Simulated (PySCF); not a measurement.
Consider C2H13NSSi4.

```xyz
21

C     2.8337    1.0802   -0.7524
Si    1.7188   -0.3514   -0.2066
C     0.6231    0.2110    1.2492
Si   -0.6234   -1.0449    1.9417
N    -1.6768   -1.5596    0.6654
Si   -2.4234   -0.7074   -0.6531
Si   -1.5218    1.4064   -0.7487
S    -0.2169    1.8233    0.9034
H     2.2484    1.9720   -0.9585
H     3.3873    0.8282   -1.6514
H     3.5544    1.3371    0.0188
H     0.8613   -0.7773   -1.3241
H     2.5218   -1.4852    0.2698
H     1.2845    0.4786    2.0758
H     0.0946   -2.2378    2.3976
H    -1.3806   -0.4153    3.0303
H    -2.0333   -2.4914    0.8040
H    -2.1584   -1.5058   -1.8607
H    -3.8823   -0.7198   -0.4466
H    -0.7522    1.6605   -1.9753
H    -2.4676    2.5154   -0.6243
```

Geometry: GFN2-xTB.

The calculation used PBE0/pcSseg-1, SCF density, gas phase, non-relativistic in PySCF 2.14.0.

Predict the electron density and electron localisation function between the atoms.

Answer. Si–N (1.73 Å): ρ is about 1.1 e/Å³ halfway; the ELF peaks at about 0.90 between the atoms: a shared but strongly polarised pair.
Si–S (2.15 Å): ρ at the midpoint is about 0.83 e/Å³; the ELF peaks at about 0.90 between the atoms; a covalent bond.
Si–Si (2.30 Å): ρ at the midpoint is about 0.69 e/Å³; the ELF peaks at about 1 between the atoms; localised, covalent bonding.
N–H (1.01 Å): ρ is about 2.8 e/Å³ halfway; the ELF climbs to about 1 towards the hydrogen, as it does in any bond to H; an ordinary covalent bond to hydrogen.

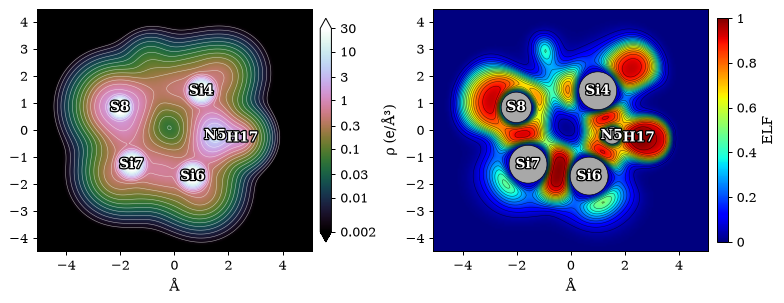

Computed electron density and electron localisation function on the plane of atoms Si6, Si7 and S8, in this order. Grey discs cover the atomic cores in the ELF map. 
